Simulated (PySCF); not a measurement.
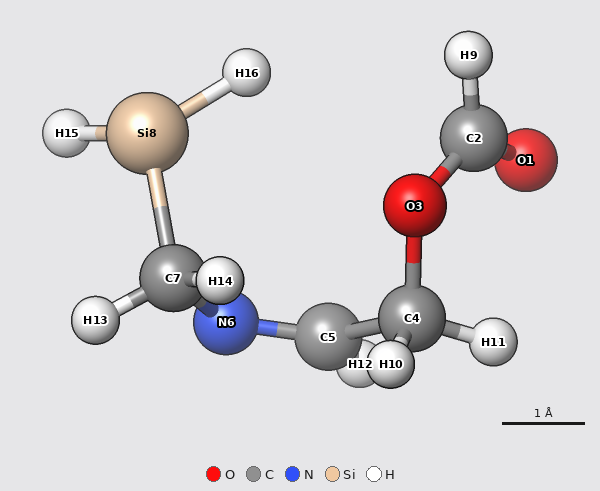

*The structure as given in the input (ball-and-stick view, seen on its broad side; atoms are numbered from 1 in the order of the input).*

Bond lengths as drawn: C–C 1.51 Å, C–H 1.08 to 1.10 Å, C–N 1.26 to 1.41 Å, C–O 1.19 to 1.44 Å, C–Si 1.91 Å and H–Si 1.45 to 1.46 Å.

# EPR calculation, with input and output: C4H8NO2Si

- system: C4H8NO2Si, multiplicity 2
- method: UKS B3LYP, pcH-1 on C H N O Si, non-relativistic, mean-field spin-orbit, GIAO (PySCF 2.14.0)

It belongs to a series of runs on one base structure; here: H removed from Si.

The program's output:
```
UKS, coarse grid
  cycle   1  E = -651.70831519  |g| = 6.83e-01
  cycle   2  E = -651.24092829  |g| = 1.30e+00
  cycle   3  E = -651.85946947  |g| = 2.36e-01
  cycle   4  E = -651.87732081  |g| = 9.43e-02
  cycle   5  E = -651.88019895  |g| = 1.68e-02
  cycle   6  E = -651.88029620  |g| = 8.83e-03
  cycle   7  E = -651.88032914  |g| = 3.10e-03
  cycle   8  E = -651.88033432  |g| = 1.09e-03
  cycle   9  E = -651.88033332  |g| = 3.50e-04
UKS, final grid
  cycle   1  E = -651.88033036  |g| = 5.15e-04
  cycle   2  E = -651.88033012  |g| = 9.50e-04
  cycle   3  E = -651.88033047  |g| = 1.52e-04
  cycle   4  E = -651.88033048  |g| = 2.91e-05
  cycle   5  E = -651.88033048  |g| = 2.58e-05
E = -651.88033048 Eh   <S^2> = 0.7538 (exact 0.7500)
g shifts (ppm)      1          2          3
  rmc          -131       -131       -131
  gc             41         49         61
  oz_so        -164        388       1925
  total        -254        305       1854
hyperfine (MHz)  atom isotope    a_iso     a_fc   dipolar eigenvalues
    0   17O      -0.07      -0.07     -0.28      0.02      0.26
    1   13C      -0.05      -0.05     -0.23     -0.18      0.41
    2   17O      -2.55      -2.55     -1.11      0.32      0.79
    3   13C      -1.88      -1.88     -0.37      0.00      0.37
    4   13C      13.01      13.03    -10.26     -9.71     19.97
    5   14N      17.73      17.73     -4.51      1.28      3.24
    6   13C      32.02      32.01     -2.45     -2.22      4.68
    7  29Si    -354.19    -355.28   -176.42     87.53     88.89
    8    1H       0.45       0.45     -0.98     -0.77      1.75
    9    1H       8.74       8.74     -1.17     -0.36      1.53
   10    1H       0.40       0.40     -1.03     -0.61      1.64
   11    1H      -6.35      -6.35     -4.86     -0.55      5.41
   12    1H      -3.12      -3.12     -3.91     -2.45      6.37
   13    1H      -1.42      -1.42     -3.94     -2.09      6.02
   14    1H      23.62      23.61    -10.22      1.62      8.61
   15    1H      31.02      31.00    -10.07      1.43      8.63
```

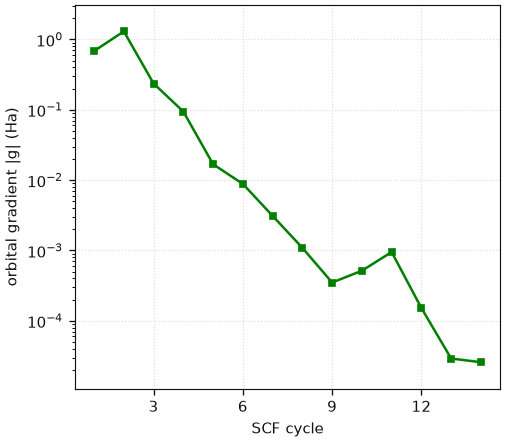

*Convergence of the self-consistent field: orbital gradient |g| against the SCF cycle.*

All cycles printed in the log are drawn one after another.

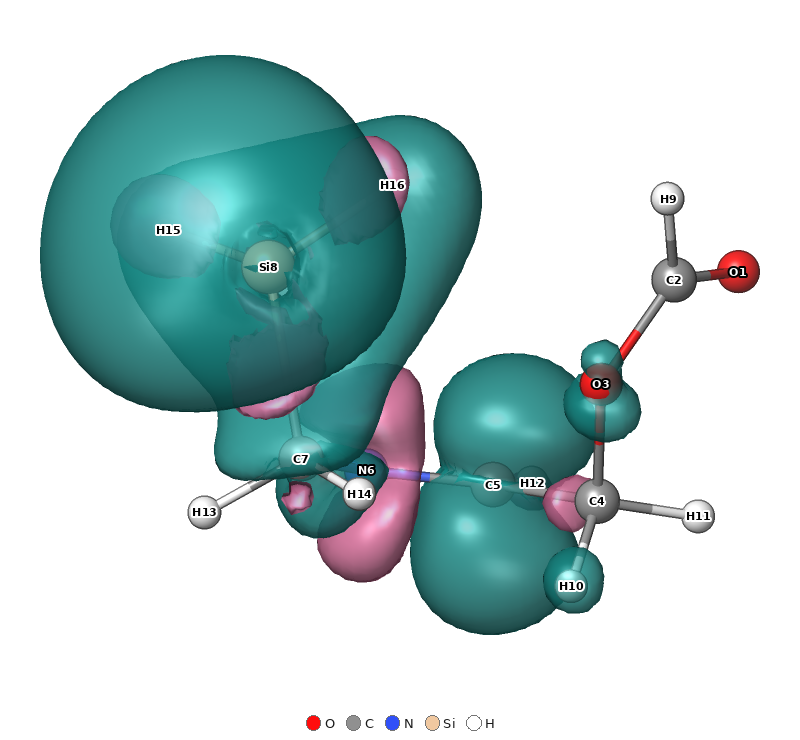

*Isosurfaces of the spin density at +0.004 (teal) and −0.004 e/Å³ (pink), seen at a tilt.*

The unpaired spin (1 electron) lies mostly on Si8 (about 0.8) and C5 (about 0.1), in electrons by Hirshfeld's partition.

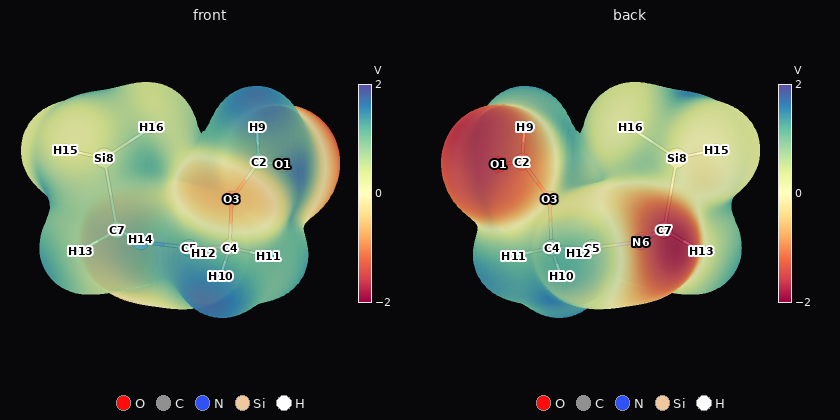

*The electrostatic potential painted on the density surface at 0.004 e/bohr³, seen face on and from behind; red is negative and blue positive.*

A positive charge is drawn to the negative regions and a negative charge to the positive ones.

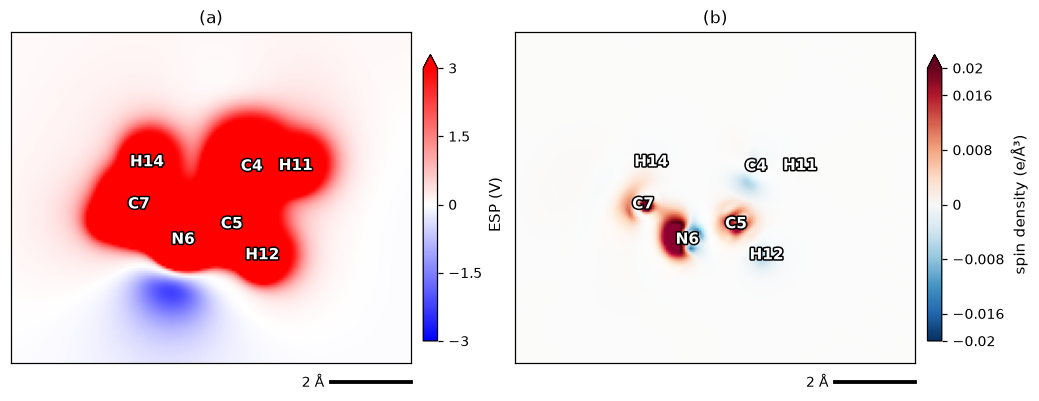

*(a) molecular electrostatic potential; (b) spin density (α minus β) on the plane of atoms C4, C5 and N6.*

The section cuts through C, N and H sites. The unpaired spin (1 electron) lies mostly on Si8 (about 0.8) and C5 (about 0.1), in electrons by Hirshfeld's partition.

This output came from the following input.

Input file:
```
{"job": {"kind": "epr", "basis": "pcH-1"}, "charge": 0, "multiplicity": 2}
O     -2.391174     0.575908     1.521534
C     -1.913146     1.137209     0.581379
O     -1.327091     0.583087    -0.462945
C     -1.240973    -0.854618    -0.467566
C     -0.062818    -1.350110     0.345031
N      1.160832    -1.115183     0.130540
C      1.624897    -0.250282    -0.884938
Si     2.062589     1.264298     0.196104
H     -1.904471     2.233438     0.445124
H     -1.130612    -1.125769    -1.521883
H     -2.169491    -1.267464    -0.066461
H     -0.295722    -1.952269     1.213096
H      2.537922    -0.673332    -1.304899
H      0.915310    -0.031348    -1.689235
H      3.203714     0.993282     1.056869
H      0.922635     1.842098     0.896837
```

The first line tells a small driver script what to run in PySCF; the rest is the geometry in Å.

Run as:
```bash
OMP_NUM_THREADS=1 python <driver script> task.json out
```

Results in brief:

- outcome: converged
- total energy: −651.880330 hartree
- ⟨S²⟩: 0.754
- isotropic g: 2.0030
- hardware: 1 CPU thread, shared host
- wall time: 83 s
- peak memory: 0.97 GiB
